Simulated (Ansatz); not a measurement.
# [NH2]− (SMILES [NH2-]): CCSDTQ/6-31G(d) (spherical functions)

Aim: the energy change on altering one bond length of [NH2]− at CCSDTQ/6-31G* (spherical functions), from 2 runs. 

The results are computed with Ansatz 0.2.0.

2 further runs of the same task are left out: 2 that didn't finish.

**1. The system as given**

[NH2]− has 3 atoms, charge -1, and is taken as a singlet. SMILES: `[NH2-]`. Geometry: relaxed at PBE0-D4/def2-TZVPD.

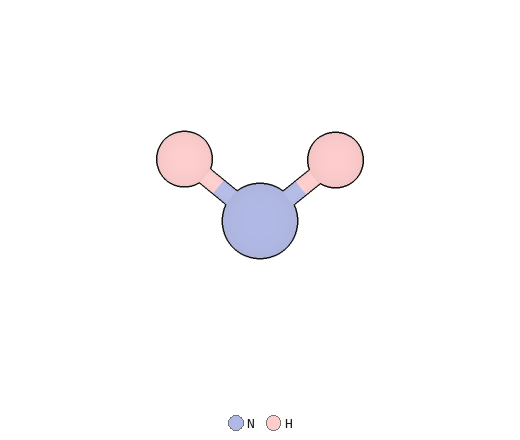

The structure, seen from a chosen angle (nitrogen light blue, hydrogen pink).

**2. The energy at CCSDTQ/6-31G(d) (spherical functions)**

Contents of in.yaml:

```yaml
crystal:
  periodic: [false, false, false]
  atoms:
    - {symbol: "N", position_ang: [0.342200, -0.203000, 0.168700]}
    - {symbol: H, position_ang: [0.125500, 0.801200, 0.156000]}
    - {symbol: H, position_ang: [-0.467700, -0.598200, -0.324700]}
basis:
  gaussian:
    orbitals: 6-31G_st_-spherical.json
total_charge: -1
correlation:
  method: ccsdtq
  frozen_orbitals: {H: 0, "N": 1}
accuracy: high
scf:
  omitted_lower_state_checks: [cluster_reference, increment]
```

The basis set 6-31G* is read from a file made from the Basis Set Exchange's data (not shown).

Run with:

```bash
ansatz run in.yaml --threads 1 --pin off --max-ram 2610MiB --events-out events.jsonl --progress --plain --runs-dir runs
```

Standard output, cut to the lines that bear on the results:

```text
Warning: RAYON_NUM_THREADS=1 ignored (pool sized by the plan → 1); use --threads N
Functional definition: HF
  name "HF"
[...]
332 factors; integrals over basis functions are off by at most 3.8e-9 eV
[...]
mean field -1509.53601564 eV, -55.4744253746 hartree, gradient 7.8e-8 eV, S^2 0.000000; 0 other end points of the search recorded, 0 dependent functions left out
1 core orbitals not correlated: weight in the atoms' cores, before any rotation towards them, 1.000 or more for the frozen orbitals, at most 0.000 for the correlated occupied ones
reference -1509.53601564 eV, -55.4744253746 hartree; 4, 4 occupied and 13, 13 virtual orbitals, 332 factors
second order -4.59262703 eV of doubles, -0.00000000 eV of singles
cycle   1  -4.81718812 eV  change   -2.2e-1 eV  update   4.5e-2
[...]
cycle  20  -5.04103349 eV  change  -7.4e-10 eV  update  4.2e-10
Total energy: -1514.57704913 eV, -55.6596799385 hartree
Checks for a lower state left out: cluster_reference, increment
```

It took 9.6 s on 1 thread of Arm Neoverse N1, shared host; peak memory 0.15 GiB.

**3. The distorted shape at the same level**

Contents of job.yaml:

```yaml
crystal:
  periodic: [false, false, false]
  atoms:
    - symbol: "N"
      position_ang: [0.396366, -0.454009, 0.171874]
    - symbol: H
      position_ang: [0.125500, 0.801200, 0.156000]
    - symbol: H
      position_ang: [-0.413534, -0.849209, -0.321526]
basis:
  gaussian:
    orbitals: 6-31G_st_-spherical.json
total_charge: -1
magnetization:
  spin_polarized: false
  initial_magnetization: 0
correlation:
  method: ccsdtq
  frozen_orbitals: {H: 0, "N": 1}
accuracy: high
scf:
  omitted_lower_state_checks: [cluster_reference, increment]
```

The basis set 6-31G* is read from a file made from the Basis Set Exchange's data (not shown).

Run with:

```bash
ansatz run job.yaml --threads 1 --pin off --max-ram 2610MiB --events-out events.jsonl --progress --plain --runs-dir runs
```

Standard output, cut to the lines that bear on the results:

```text
Warning: RAYON_NUM_THREADS=1 ignored (pool sized by the plan → 1); use --threads N
[... 2 set-up lines as earlier in the session ...]
[...]
334 factors; integrals over basis functions are off by at most 5.0e-9 eV
[...]
mean field -1508.81372747 eV, -55.4478817740 hartree, gradient 1.3e-8 eV, S^2 0.000000; 0 other end points of the search recorded, 0 dependent functions left out
1 core orbitals not correlated: weight in the atoms' cores, before any rotation towards them, 1.000 or more for the frozen orbitals, at most 0.000 for the correlated occupied ones
reference -1508.81372747 eV, -55.4478817740 hartree; 4, 4 occupied and 13, 13 virtual orbitals, 334 factors
second order -4.65567704 eV of doubles, -0.00000000 eV of singles
cycle   1  -4.90027396 eV  change   -2.4e-1 eV  update   6.0e-2
[...]
cycle  21  -5.22158764 eV  change   5.1e-10 eV  update  7.4e-10
Total energy: -1514.03531511 eV, -55.6397715804 hartree
Checks for a lower state left out: cluster_reference, increment
```

It took 9.9 s on 1 thread of Arm Neoverse N1, shared host; peak memory 0.15 GiB.

**4. Results**

Level: CCSDTQ/6-31G* (spherical functions), 1 core orbital frozen.

```
                                                         quantity         value
                                        first shape: total energy  -55.65968 Eh
          first shape: correlation energy (1 core orbital frozen)    -185.3 mEh
                                       first shape: T1 diagnostic         0.006
                                    distorted shape: total energy  -55.63977 Eh
      distorted shape: correlation energy (1 core orbital frozen)    -191.9 mEh
                                   distorted shape: T1 diagnostic         0.010
energy change with the N1–H2 bond stretched from 1.027 to 1.284 Å      0.542 eV
```

With the N1–H2 bond stretched from 1.027 to 1.284 Å the energy rises by 0.54 eV (12.5 kcal/mol). The first shape isn't relaxed at this level, so the change isn't measured from a minimum.
